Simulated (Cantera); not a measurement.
A closed system holds: 1 mol Al, 3.8 mol HCl, 1.7 mol N2, equilibrated at 38.3 Torr.

These are equilibrium values from Cantera (NASA tables, ideal gas, pure condensed phases), not measurements of a reactor. Candidate condensed phases: Al, AlCl3, AlN, NH4Cl; 20 gas species. The tables' values for AlCl2 are old estimates; treat these amounts as uncertain. The numbers say what is thermodynamically allowed, not how fast it happens.

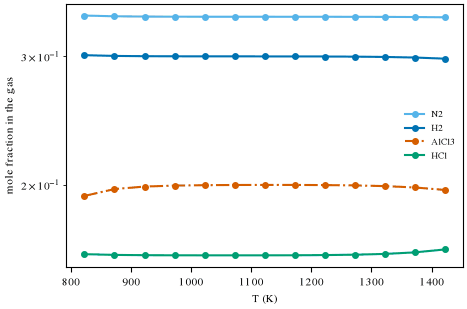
Figure: Equilibrium gas composition (values under 1e-9 drawn at 1e-9)

Problem. Read off the mole fractions at 1223 K.

Solution. N2 about 0.34, H2 about 0.30, AlCl3 about 0.20, HCl about 0.16.
